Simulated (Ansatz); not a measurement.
Consider Sn3GeSe4.

Input file:

```
crystal:
  lattice:
    - [5.9716111601, 0.0, 0.0]
    - [0.0, 5.9716111601, 0.0]
    - [0.0, 0.0, 5.9716111601]
  atoms:
    - { symbol: Sn, position: [0.5, 0.0, 0.0] }
    - { symbol: Sn, position: [0.0, 0.0, 0.5] }
    - { symbol: Sn, position: [0.0, 0.5, 0.0] }
    - { symbol: Ge, position: [0.5, 0.5, 0.5] }
    - { symbol: Se, position: [0.0, 0.5, 0.5] }
    - { symbol: Se, position: [0.5, 0.5, 0.0] }
    - { symbol: Se, position: [0.0, 0.0, 0.0] }
    - { symbol: Se, position: [0.5, 0.0, 0.5] }
basis:
  ecutwfc: 420
kpoints:
  mp_grid: { grid: [6, 6, 6] }
  band_path:
    path:
      - [[0.0, 0.0, 0.0], [0.0, 0.5, 0.0], [0.5, 0.5, 0.0], [0.0, 0.0, 0.0], [0.5, 0.5, 0.5], [0.0, 0.5, 0.0]]
      - [[0.5, 0.5, 0.5], [0.5, 0.5, 0.0]]
    npoints: 14
hamiltonian:
  xc: pbe
scf:
  occupations: { method: gaussian, width: 0.1 }
  n_extra_bands: 20
output:
  forces: true
  stress: true
  eigenvalues: true
  populations: true
  dos: { projected: true, de: 0.02, nscf_kmesh: { grid: [8, 8, 8] } }
  bader: true
  write_density: true
  write_potential: true
  elf: true
  volumetric_format: npy
```

Command:

```sh
ansatz run input.yaml --threads 1 --pin off --max-ram 2560MiB --backend cpu --events-out ev --progress --plain --runs-dir out
```

Below, planes, directions and counts refer to the conventional cell (a = 5.97 Å, b = 5.97 Å, c = 5.97 Å, α = 90.00°, β = 90.00°, γ = 90.00°).

Space group Pm-3m; a structure generated by program, which may or may not match a known phase.

Level of theory: DFT PBE, scalar-relativistic, plane waves, PAW in Ansatz 0.2.0.

Predict the valence pseudo-density and electron localisation function between the atoms.

Answer. Sn–Se (2.99 Å): ρ is about 0.24 e/Å³ halfway; the ELF is about 0.40 at the midpoint.
Ge–Se (2.99 Å): ρ is about 0.22 e/Å³ halfway; the ELF is about 0.40 at the midpoint.
Bader's partition of the density gives Sn +0.88, Ge +0.66 and Se −0.82 e.

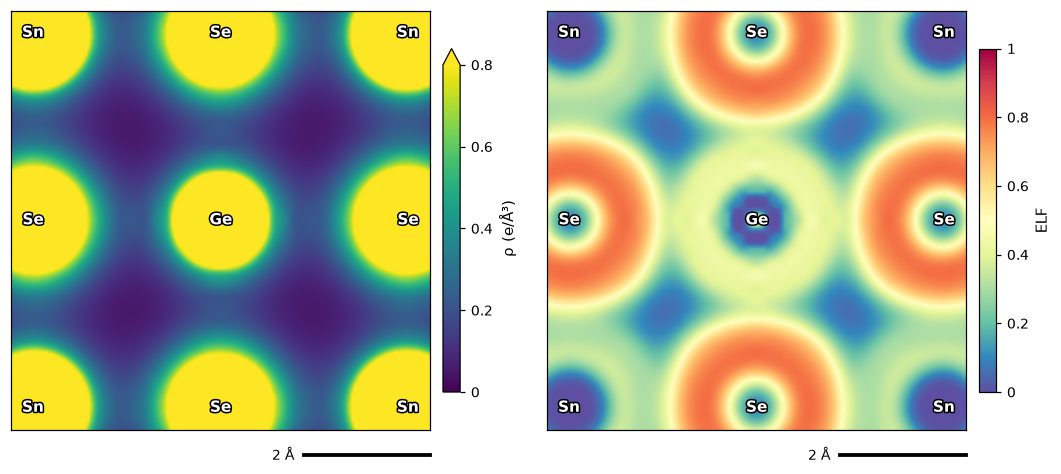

Computed valence pseudo-density and electron localisation function on the (100) plane of the conventional cell, in this order. 

In a PAW calculation such maps are meaningful between the atoms, not at the nuclei.
